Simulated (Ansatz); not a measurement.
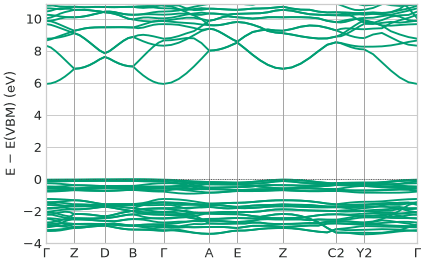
Fig. 1. Band structure from r²SCAN in the plane-wave PAW code Ansatz

Question: Read off the gap and where the band edges lie.

Answer: About 5.9 eV (5.94 eV by a search for the band edges); maximum on the B–Γ line, 35 % of the way from B, minimum at Γ.

Question: Pick the material that matches.
A) ZrB2O5, P2_1/c (Pearson symbol mP32)
B) ZrO2, P2_1/c (Zr on 4e, O on 4e, O on 4e)
C) Mg3P2O8, P2_1/c (Pearson symbol mP26)
D) LaAsO4, P2_1/c (Pearson symbol mP24)

Answer: C, Mg3P2O8, P2_1/c (Pearson symbol mP26)

The first step of the workflow began from a Materials Project structure, measured or hypothetical; the Crystallography Open Database files this formula in space group No. 14, but the cells were not matched. Its standing as an ambient phase is unchecked. Symmetry was held in the r²SCAN relaxation; its stability against distortions is not shown here.

Potentials: the later of the program's two PAW sets.
